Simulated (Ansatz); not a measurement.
# singlet InHCl+: levels of theory compared

Aim: a comparison of 6 runs (BLYP/STO-3G, HSE06/STO-3G, r2SCAN/STO-3G, wB97X/STO-3G, CCSDTQ/STO-3G, CCSD(T)/STO-3G) of singlet InHCl+. 

The results are computed with Ansatz 0.2.0.

69 further runs of the same task are left out: 6 that didn't finish, 63 set aside as unsound or not needed.

**1. Starting point**

InHCl+ has 3 atoms, charge +1, and is taken as a singlet. As SMILES of the parent species, `[Cl][InH]`. The shape is that of a PBE0-D4/def2-TZVP optimisation. That shape belongs to the parent species and isn't relaxed for this state.

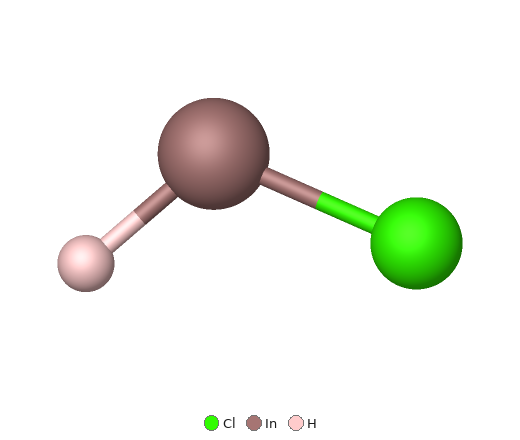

Viewed from a chosen angle; chlorine green, indium brown, hydrogen pink.

**2. A single-point energy at BLYP/STO-3G (run 1)**

Contents of input.yaml:

```yaml
crystal:
  periodic: [false, false, false]
  atoms:
    - symbol: Cl
      position_ang: [-1.649800, 0.396800, -0.867400]
    - symbol: In
      position_ang: [0.409500, 0.542400, 0.286100]
    - symbol: H
      position_ang: [1.229400, -1.003900, 0.568100]
basis:
  gaussian: {orbitals: STO-3G}
accuracy: high
total_charge: 1
hamiltonian: {xc: {name: BLYP}}
```

Command:

```sh
$ ansatz run input.yaml --threads 1 --pin off --max-ram 2610MiB --events-out events.jsonl --progress --plain --runs-dir runs
```

The program printed:

```text
Warning: RAYON_NUM_THREADS=1 ignored (pool sized by the plan → 1); use --threads N
Functional definition: BLYP
  name "BLYP"
  parameter beta = 0.0042
  parameter a = 0.04918
  parameter b = 0.132
  parameter c = 0.2533
  parameter d = 0.349
  exchange = b88_x(beta = beta)
  correlation = lyp_c(a = a, b = b, c = c, d = d)
662 factors; integrals over basis functions are off by at most 8.9e-9 eV
mean field evaluation 1: about -167071.2498 eV, gradient 5.0e1 eV
mean field evaluation 2: about -166959.3843 eV, gradient 1.2e2 eV
mean field evaluation 4: about -167084.1108 eV, gradient 9.1e0 eV
mean field evaluation 8: about -167084.7395 eV, gradient 2.9e-2 eV
mean field evaluation 16: about -167084.7124 eV, gradient 1.7e-6 eV
mean field -167084.71238223 eV, -6140.2499259613 hartree, gradient 2.0e-8 eV, S^2 0.000000; 0 other end points of the search recorded, 0 dependent functions left out
reference -167084.71241864 eV, -6140.2499272994 hartree; 33, 33 occupied and 4, 4 virtual orbitals, 662 factors
Total energy: -167084.71241864 eV, -6140.2499272994 hartree
```

It took 1.8 s on 1 thread of Arm Neoverse V1, shared host; peak memory 0.097 GiB.

**3. A single-point energy at HSE06/STO-3G (run 2)**

Edit input.yaml of step 2 so:

```diff
@@ -11,4 +11,4 @@
   gaussian: {orbitals: STO-3G}
+hamiltonian: {xc: hse06}
+total_charge: 1
 accuracy: high
-total_charge: 1
-hamiltonian: {xc: {name: BLYP}}
```

Command:

```sh
$ ansatz run input.yaml --threads 1 --pin off --max-ram 2610MiB --events-out events.jsonl --progress --plain --runs-dir runs
```

The program printed:

```text
Warning: RAYON_NUM_THREADS=1 ignored (pool sized by the plan → 1); use --threads N
Functional definition: HSE06
  name "HSE06"
  parameter a = 0.25
  parameter omega = 0.11/bohr
  exchange = pbe_x - a*pbe_x_sr(omega) + a*exact_x_sr(omega)
  correlation = pbe_c
662 factors; integrals over basis functions are off by at most 8.9e-9 eV
50 factors; integrals over basis functions are off by at most 1.5e-9 eV
mean field evaluation 1: about -167075.1776 eV, gradient 2.1e1 eV
mean field evaluation 2: about -167018.2927 eV, gradient 1.1e2 eV
mean field evaluation 4: about -167079.0784 eV, gradient 2.4e0 eV
mean field evaluation 8: about -167079.1037 eV, gradient 2.7e-2 eV
mean field evaluation 16: about -167079.1038 eV, gradient 6.0e-7 eV
mean field -167079.10375153 eV, -6140.0438125846 hartree, gradient 4.6e-9 eV, S^2 0.000000; 0 other end points of the search recorded, 0 dependent functions left out
reference -167079.10375333 eV, -6140.0438126508 hartree; 33, 33 occupied and 4, 4 virtual orbitals, 662 factors
Total energy: -167079.10375333 eV, -6140.0438126508 hartree
```

Run time: 2.2 s. Hardware: 1 thread of Arm Neoverse V1, shared host; peak memory 0.12 GiB.

Run 3 isn't shown in full; the table further down has it.

**4. The energy at wB97X/STO-3G (run 4)**

Contents of job.yaml:

```yaml
crystal:
  periodic: [false, false, false]
  atoms:
    - {symbol: Cl, position_ang: [-1.649800, 0.396800, -0.867400]}
    - {symbol: In, position_ang: [0.409500, 0.542400, 0.286100]}
    - {symbol: H, position_ang: [1.229400, -1.003900, 0.568100]}
basis:
  gaussian: {orbitals: STO-3G}
total_charge: 1
hamiltonian: {xc: {name: wB97X}}
accuracy: high
```

Command:

```sh
$ ansatz run job.yaml --threads 1 --pin off --max-ram 2610MiB --events-out events.jsonl --progress --plain --runs-dir runs
```

The program printed (excerpt; [...] marks lines left out):

```text
Warning: RAYON_NUM_THREADS=1 ignored (pool sized by the plan → 1); use --threads N
Functional definition: wB97X
  name "wB97X"
[...]
      + exact_x_lr(omega)
[...]
      + integral(e_c_pw_opposite_spin*poly(b97_u_opposite, 1, cos1, cos2, cos3, cos4))
662 factors; integrals over basis functions are off by at most 8.9e-9 eV
138 factors; integrals over basis functions are off by at most 6.9e-10 eV
[...]
mean field -167094.24806689 eV, -6140.6003559090 hartree, gradient 9.4e-8 eV, S^2 0.000000; 0 other end points of the search recorded, 0 dependent functions left out
reference -167094.24806534 eV, -6140.6003558521 hartree; 33, 33 occupied and 4, 4 virtual orbitals, 662 factors
Total energy: -167094.24806534 eV, -6140.6003558521 hartree
```

Wall time 7.8 s (1 thread of Arm Neoverse V1, shared host); peak memory 0.25 GiB.

Run 5 isn't shown in full; the table further down has it.

**5. A single-point energy at CCSD(T)/STO-3G (run 6)**

Contents of run.yaml:

```yaml
crystal:
  periodic: [false, false, false]
  atoms:
    - {symbol: Cl, position_ang: [-1.649800, 0.396800, -0.867400]}
    - {symbol: In, position_ang: [0.409500, 0.542400, 0.286100]}
    - {symbol: H, position_ang: [1.229400, -1.003900, 0.568100]}
basis:
  gaussian: {orbitals: STO-3G}
scf: {omitted_lower_state_checks: [cluster_reference, increment]}
total_charge: 1
accuracy: high
correlation: {method: ccsd_t, frozen_orbitals: {Cl: 5, H: 0, In: 18}}
```

Command:

```sh
$ ansatz run run.yaml --threads 1 --pin off --max-ram 2610MiB --events-out events.jsonl --progress --plain --runs-dir runs
```

The program printed (excerpt; [...] marks lines left out):

```text
Warning: RAYON_NUM_THREADS=1 ignored (pool sized by the plan → 1); use --threads N
Functional definition: HF
  name "HF"
[...]
662 factors; integrals over basis functions are off by at most 8.9e-9 eV
[...]
mean field -167020.14068374 eV, -6137.8769598099 hartree, gradient 3.3e-8 eV, S^2 0.000000; 0 other end points of the search recorded, 0 dependent functions left out
23 core orbitals not correlated: weight in the atoms' cores, before any rotation towards them, 1.000 or more for the frozen orbitals, at most 0.000 for the correlated occupied ones
reference -167020.14068374 eV, -6137.8769598099 hartree; 10, 10 occupied and 4, 4 virtual orbitals, 662 factors
second order -0.88021917 eV of doubles, -0.00000000 eV of singles
cycle   1  -1.07154886 eV  change   -1.9e-1 eV  update   8.1e-2
[...]
cycle  24  -1.28315449 eV  change   5.3e-11 eV  update   1.0e-9
perturbative correction -0.06242998 eV, -0.0022942595 hartree
Total energy: -167021.48626821 eV, -6137.9264091271 hartree
Checks for a lower state left out: cluster_reference, increment
```

Run time: 0.84 s. Hardware: 1 thread of Arm Neoverse V1, shared host.

**6. All runs side by side**

```tsv
run	level	frozen core orbitals	energy (Eh)	wall time
1	BLYP/STO-3G	–	-6140.249927	1.8 s
2	HSE06/STO-3G	–	-6140.043813	2.2 s
3	r2SCAN/STO-3G	–	-6140.618315	4.8 s
4	wB97X/STO-3G	–	-6140.600356	7.8 s
5	CCSDTQ/STO-3G	23	-6137.927083	23 s
6	CCSD(T)/STO-3G	23	-6137.926409	0.84 s
```

**7. Outcome**

```
                                           quantity           value
                                run 6: total energy  -6137.92641 Eh
run 6: correlation energy (23 core orbitals frozen)       -49.4 mEh
                              run 6: (T) correction       -2.29 mEh
                               run 6: T1 diagnostic           0.020
```

In words: Totals of different functionals can't be ranked against each other. In runs 1, 2, 3, 4, 5, 6 the basis is minimal, so the values are rough. In runs 1, 2, 3, 4, 5, 6 relativity is left out where basis or elements ask for it. All runs together took 40 s, the longest 23 s.
